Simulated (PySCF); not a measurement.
The calculation's input:

```
mol = gto.M(atom='''
Pb     0.21100     0.00000    -0.51887
O      1.71923     0.00000     0.74763
Cl    -2.00190     0.00000     1.00013''',
    basis={'Pb': 'def2-SVP', 'O': 'def2-SVP', 'Cl': 'def2-SVP'},
    ecp={'Pb': 'def2-SVP'},
    charge=-1, spin=0)
mf = dft.RKS(mol, xc='PBE0')
mf.grids.atom_grid = (75, 302)  # f atoms: at least (60, 302), unpruned
mf = mf.density_fit()  # Pb def2-universal-JKFIT, O def2-universal-JKFIT, Cl def2-universal-JKFIT
mf.conv_tol = 1e-09; mf.max_cycle = 55
mf.kernel(dm0)
```

Command:

```sh
OMP_NUM_THREADS=2 python run.py
```

Core potentials replace the inner electrons of Pb.

Level of theory: RKS PBE0, Pb def2-SVP with ECP60, O def2-SVP, Cl def2-SVP; non-relativistic Hamiltonian with scalar-relativistic core potentials where named; density fitting (PySCF).

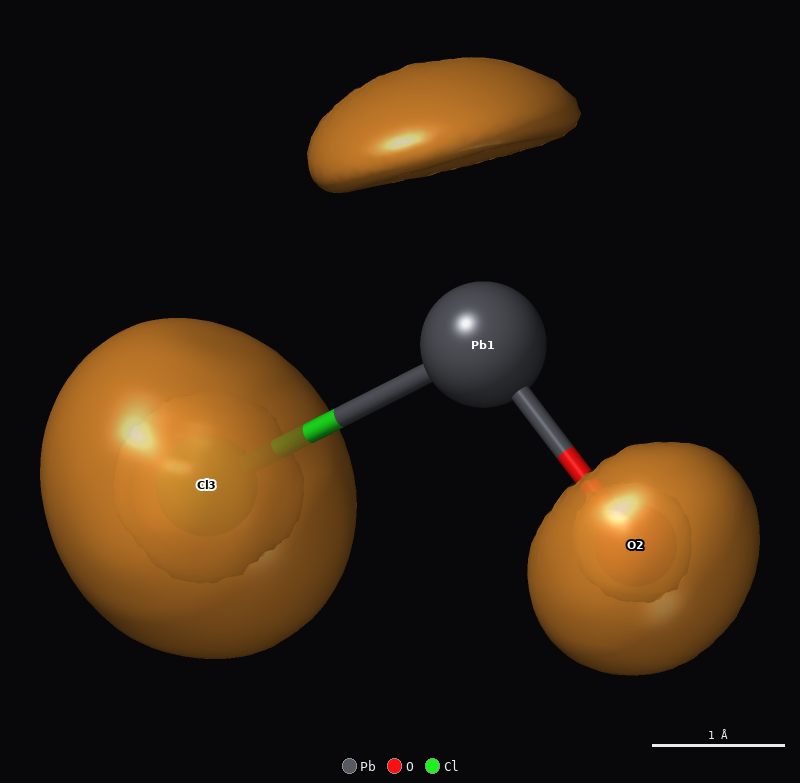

ClOPb (charge −1). Isosurface of the ELF at 0.75 (orange), seen at a tilt. Only the valence region is drawn (cores and ρ < 0.01 e/Å³ removed).

**Where are the electrons localised?**

The surface consists of one lobe on Pb, pointing away from the bonds (lone pairs), one region wrapped around Cl (its valence shell) and one region wrapped around O (its valence shell). Along the contacts the grid gives the following. Pb–O (1.97 Å): the ELF peaks at about 0.80 in the valence shell of O, 0.6 Å from its nucleus, and drops to about 0.20 between the two atoms. Pb–Cl (2.68 Å): the ELF peaks at about 0.85 in the valence shell of Cl, 0.8 Å from its nucleus, and drops to about 0.15 between the two atoms.
